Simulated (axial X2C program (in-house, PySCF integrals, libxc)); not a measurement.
# A two-component session on BrAs⁻: properties at the nuclei

Wanted for BrAs⁻: properties at the nuclei, at the two-component level.

Computed with an in-house X2C program for linear molecules on PySCF integrals. Level: two-component X2C with atomic mean-field terms, Br dyall-acv3z, As dyall-acv3z.

All values are calculated.

## 1. Input

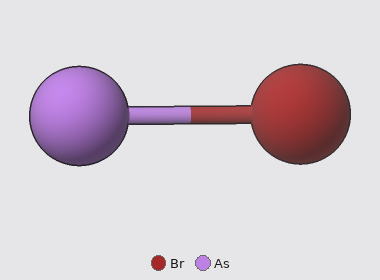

The two atoms at 2.350 Å (bromine red, arsenic purple).

The input, task.json:

```json
{"zs": [35, 33], "q": -1, "bas": ["dyall-acv3z", "dyall-acv3z"], "r0": 2.35, "levels": ["PBE0", "HF", "TPSSh", "r2SCAN", "B3LYP"], "nst": 3}
```

Keys: zs atomic numbers; q charge; bas basis sets; r0 starting distance in Å; levels methods (HF also brings MP2); nst determinants followed.

Command:

```
$ python soeom.py task.json out
```

Nuclei are Gaussian, cores are contracted, and the Gaunt term is on.

## 2. Expectation values, lowest determinant

R = 2.439 Å. State: Ω = 3/2 (excess of +ω over −ω: ω = 3/2).

Output of the PBE0 run:

```text
two-component X2C + atomic mean field  PBE0
basis functions 237  fitting functions 1298  grid points 5800
iter        total energy     max residual
   1      -4865.030716090     7.66e-06
   2      -4865.030716096     4.88e-06
   3      -4865.030716097     4.07e-06
converged
one-electron -7281.56714499  Coulomb 2344.65545990  exact exchange -43.46496140  xc functional -133.45056650  nuclear repulsion 250.59437417  atomic mean-field constant -1.79787728
```

The highest occupied spinor is 82% As p, 8% Br d, 6% Br p.

| level | Eeff magnitude (GV/cm) | Ws magnitude Br (kHz) | A∥/gI Br (MHz) | qzz Br (a.u.) | A∥/gI As (MHz) | qzz As (a.u.) |
| --- | --- | --- | --- | --- | --- | --- |
| PBE0 | 0.361 | 0.0355 | 40.1 | 4.59 | 259 | 5.38 |
| HF | 1.8 | 0.118 | 20.4 | 4.11 | 296 | 5.74 |
| TPSSh | 0.298 | 0.0266 | 45.2 | 4.53 | 265 | 5.39 |
| r2SCAN | 0.315 | 0.00464 | 58.8 | 4.64 | 286 | 5.35 |
| B3LYP | 0.286 | 0.0288 | 44.7 | 4.52 | 276 | 5.46 |

Eeff is the effective electric field on the electron dipole moment in this Ω state and Ws the scalar–pseudoscalar constant (defined with the proton number Z and per Ω); A∥ is the parallel hyperfine constant, which follows by multiplying with the nuclear g factor gI = μI/(I μN); qzz is the electric field gradient, eQq0 = 234.96 MHz × Q/barn × qzz. The operators were transformed with the bare-nucleus X2C matrices.

## 3. Expectation values, a higher determinant

R = 2.439 Å. State: Ω = 1/2 (excess of +ω over −ω: ω = 1/2), 0.16 eV above the lowest in the PBE0 search for states (made at or near this distance, with looser thresholds).

Output of the PBE0 run:

```text
two-component X2C + atomic mean field  PBE0
basis functions 237  fitting functions 1298  grid points 5800
iter        total energy     max residual
   1      -4865.024878903     1.83e-05
   2      -4865.024878916     1.71e-05
   3      -4865.024878929     7.13e-06
   4      -4865.024878931     3.40e-06
   5      -4865.024878932     3.33e-07
converged
one-electron -7281.42760153  Coulomb 2344.51904336  exact exchange -43.46439690  xc functional -133.44842076  nuclear repulsion 250.59437417  atomic mean-field constant -1.79787728
```

The highest occupied spinor is 81% As p, 8% Br d, 6% Br p.

| level | Eeff magnitude (GV/cm) | Ws magnitude Br (kHz) | A∥/gI Br (MHz) | qzz Br (a.u.) | A∥/gI As (MHz) | qzz As (a.u.) |
| --- | --- | --- | --- | --- | --- | --- |
| PBE0 | 0.0218 | 0.0111 | 232 | 4.64 | 1730 | 5.21 |
| HF | 0.212 | 0.00734 | 149 | 4.24 | 1620 | 5.70 |
| TPSSh | 0.0147 | 0.00463 | 249 | 4.58 | 1680 | 5.22 |
| r2SCAN | 0.0431 | 0.0488 | 234 | 4.69 | 1570 | 5.17 |
| B3LYP | 0.0899 | 0.00701 | 239 | 4.58 | 1700 | 5.28 |

## 4. Expectation values, a higher determinant

R = 2.439 Å. State: Ω = 1/2 (excess of +ω over −ω: 2 × ω = -1/2, ω = 3/2), 1.17 eV above the lowest in the PBE0 search for states (made at or near this distance, with looser thresholds).

Output of the PBE0 run:

```text
two-component X2C + atomic mean field  PBE0
basis functions 237  fitting functions 1298  grid points 5800
iter        total energy     max residual
   1      -4864.987543400     2.57e-05
   2      -4864.987543410     3.23e-05
   3      -4864.987543424     4.24e-06
   4      -4864.987543425     2.40e-06
converged
one-electron -7279.79923059  Coulomb 2342.91644120  exact exchange -43.46225977  xc functional -133.43899117  nuclear repulsion 250.59437417  atomic mean-field constant -1.79787728
```

The highest occupied spinor is 56% As p, 18% Br p, 9% As d.

| level | Eeff magnitude (GV/cm) | Ws magnitude Br (kHz) | A∥/gI Br (MHz) | qzz Br (a.u.) | A∥/gI As (MHz) | qzz As (a.u.) |
| --- | --- | --- | --- | --- | --- | --- |
| PBE0 | 0.284 | 2.17 | -1050 | 2.79 | -1890 | -0.16 |
| HF | 0.022 | 2.28 | -924 | 3.09 | -2120 | 1.05 |
| TPSSh | 0.202 | 2.02 | -1020 | 2.65 | -1830 | -0.09 |
| r2SCAN | 0.279 | 2.18 | -1050 | 2.72 | -2010 | -0.28 |
| B3LYP | 0.233 | 2.08 | -1080 | 2.66 | -1780 | -0.13 |

## 5. Summary of results

```
                                        quantity                                                  value
                              lowest determinant                Ω = 3/2 (excess of +ω over −ω: ω = 3/2)
                    Eeff magnitude (GV/cm), PBE0                                                  0.361
                     Ws magnitude Br (kHz), PBE0                                                 0.0355
                            A∥/gI Br (MHz), PBE0                                                   40.1
                             qzz Br (a.u.), PBE0                                                   4.59
                              higher determinant                Ω = 1/2 (excess of +ω over −ω: ω = 1/2)
Eeff magnitude (GV/cm), PBE0, higher determinant                                                 0.0218
 Ws magnitude Br (kHz), PBE0, higher determinant                                                 0.0111
        A∥/gI Br (MHz), PBE0, higher determinant                                                    232
         qzz Br (a.u.), PBE0, higher determinant                                                   4.64
                              higher determinant  Ω = 1/2 (excess of +ω over −ω: 2 × ω = -1/2, ω = 3/2)
Eeff magnitude (GV/cm), PBE0, higher determinant                                                  0.284
 Ws magnitude Br (kHz), PBE0, higher determinant                                                   2.17
        A∥/gI Br (MHz), PBE0, higher determinant                                                  -1050
         qzz Br (a.u.), PBE0, higher determinant                                                   2.79
```

What this shows: In the first state, the effective field runs from 0.286 to 1.8 GV/cm over the mean-field levels, so the levels don't agree on it. The expectation values come from single determinants, which for open shells can mix terms of unlike spin or miss the lowest Ω, so a determinant need not be a state. Eeff is the effective electric field on the electron dipole moment in this Ω state and Ws the scalar–pseudoscalar constant (defined with the proton number Z and per Ω); A∥ is the parallel hyperfine constant, which follows by multiplying with the nuclear g factor gI = μI/(I μN); qzz is the electric field gradient, eQq0 = 234.96 MHz × Q/barn × qzz. The operators were transformed with the bare-nucleus X2C matrices.
